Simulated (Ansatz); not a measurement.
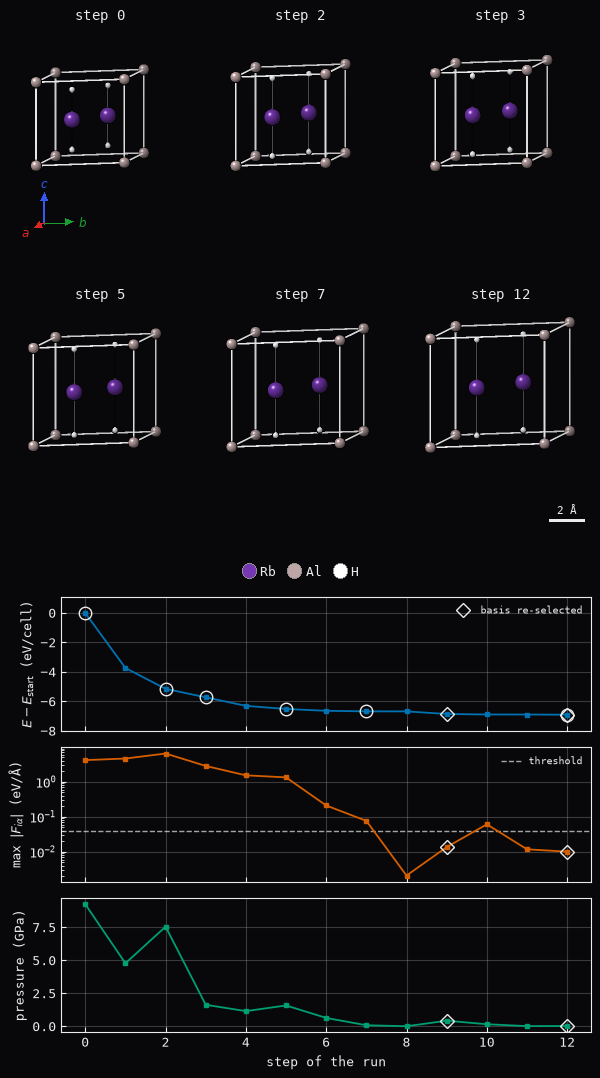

Frames of a relaxation of crystalline Rb2AlH4 (a generated structure, set up in P6/mmm) (coarse preliminary run), marked on the history of the run. A ball-and-stick model of the cell of the calculation, seen slightly off an axis.

Level of theory: Ansatz, DFT PBE, scalar-relativistic, plane waves, PAW.

Input
```yaml
crystal:
  lattice:
    - [5.39211633, 0.0, 0.0]
    - [-2.69605817, 4.66970972, 0.0]
    - [0.0, 0.0, 4.88190857]
  atoms:
    - { symbol: Rb, position: [0.33333333, 0.66666667, 0.5] }
    - { symbol: Rb, position: [0.66666667, 0.33333333, 0.5] }
    - { symbol: Al, position: [0.0, 0.0, 0.0] }
    - { symbol: H, position: [0.33333333, 0.66666667, 0.13883281] }
    - { symbol: H, position: [0.66666667, 0.33333333, 0.13883281] }
    - { symbol: H, position: [0.66666667, 0.33333333, 0.86116719] }
    - { symbol: H, position: [0.33333333, 0.66666667, 0.86116719] }
basis:
  ecutwfc: 420
kpoints:
  mp_grid: { grid: [6, 6, 4] }
hamiltonian:
  xc: pbe
scf:
  occupations: { method: gaussian, width: 0.1 }
  lower_state_search: "off"
output:
  forces: true
  stress: true
  eigenvalues: true
relax:
  adjacent_minimum: "off"
  f_tol: 0.04
  max_steps: 70
  cell: { stress_tol: 0.4 }
```

Command:
```bash
ansatz run input.yaml --threads 1 --pin off --max-ram 2048MiB --backend cpu --events-out ev --progress --plain --runs-dir out
```

> Describe the path.

The largest moves relative to the cell, 0.51 Å, are those of H4, H5, H6 and H7. H6 goes along +c. Al and Rb stay in place. The volume changes by +118.2 %, with a = b 5.392 → 6.976 Å (+29.4 %), c 4.882 → 6.364 Å (+30.3 %). Some distances before and after: Rb1–H4 1.763 → 2.809 Å, Rb1–Rb2 3.113 → 4.027 Å, H4–H7 1.356 → 0.746 Å. The space group stays P6/mmm (No. 191). The energy falls by 6.900 eV per cell of the calculation in 10 accepted moves (12 points after the start). The largest force component goes from 4.2 to 0.01 eV/Å. The pressure goes from 9.26 to 0.03 GPa. At 2 points the geometry stayed and the basis and grid were re-selected for the new cell (energy shift of 0.177 eV per cell of the calculation at most each time). From step 0 to 2: H atoms move most (0.41 Å), volume +10.4 %, energy −5.145 eV per cell of the calculation. From step 2 to 3: H atoms move most (0.10 Å), volume +8.9 %, energy −0.574 eV per cell of the calculation. From step 3 to 5: H atoms move most (0.10 Å), volume +26.3 %, energy −0.791 eV per cell of the calculation. From step 5 to 7: volume +22.0 %, energy −0.163 eV per cell of the calculation. From step 7 to 12: H atoms move most (0.02 Å), volume +17.8 %, energy −0.227 eV per cell of the calculation.

```json
{"step": "0", "E − E(0), meV/atom": "0.00", "largest force component, eV/Å": "4.1967", "pressure, GPa": "9.26", "volume, Å³/atom": "17.561", "note": ""}
{"step": "1", "E − E(0), meV/atom": "-532.70", "largest force component, eV/Å": "4.6564", "pressure, GPa": "4.78", "volume, Å³/atom": "18.112", "note": ""}
{"step": "2", "E − E(0), meV/atom": "-735.01", "largest force component, eV/Å": "6.4799", "pressure, GPa": "7.56", "volume, Å³/atom": "19.381", "note": ""}
{"step": "3", "E − E(0), meV/atom": "-817.01", "largest force component, eV/Å": "2.8596", "pressure, GPa": "1.64", "volume, Å³/atom": "21.105", "note": ""}
{"step": "4", "E − E(0), meV/atom": "-899.87", "largest force component, eV/Å": "1.5399", "pressure, GPa": "1.16", "volume, Å³/atom": "23.794", "note": ""}
{"step": "5", "E − E(0), meV/atom": "-930.03", "largest force component, eV/Å": "1.3454", "pressure, GPa": "1.59", "volume, Å³/atom": "26.645", "note": ""}
{"step": "6", "E − E(0), meV/atom": "-948.02", "largest force component, eV/Å": "0.2113", "pressure, GPa": "0.64", "volume, Å³/atom": "29.212", "note": ""}
{"step": "7", "E − E(0), meV/atom": "-953.32", "largest force component, eV/Å": "0.0767", "pressure, GPa": "0.09", "volume, Å³/atom": "32.517", "note": ""}
{"step": "8", "E − E(0), meV/atom": "-953.47", "largest force component, eV/Å": "0.0021", "pressure, GPa": "0.01", "volume, Å³/atom": "32.872", "note": ""}
{"step": "9", "E − E(0), meV/atom": "-978.77", "largest force component, eV/Å": "0.0136", "pressure, GPa": "0.43", "volume, Å³/atom": "32.872", "note": "same geometry, new basis"}
{"step": "10", "E − E(0), meV/atom": "-983.53", "largest force component, eV/Å": "0.0612", "pressure, GPa": "0.16", "volume, Å³/atom": "36.238", "note": ""}
{"step": "11", "E − E(0), meV/atom": "-983.76", "largest force component, eV/Å": "0.0118", "pressure, GPa": "0.02", "volume, Å³/atom": "38.310", "note": ""}
{"step": "12", "E − E(0), meV/atom": "-985.72", "largest force component, eV/Å": "0.0101", "pressure, GPa": "0.03", "volume, Å³/atom": "38.310", "note": "same geometry, new basis"}
```
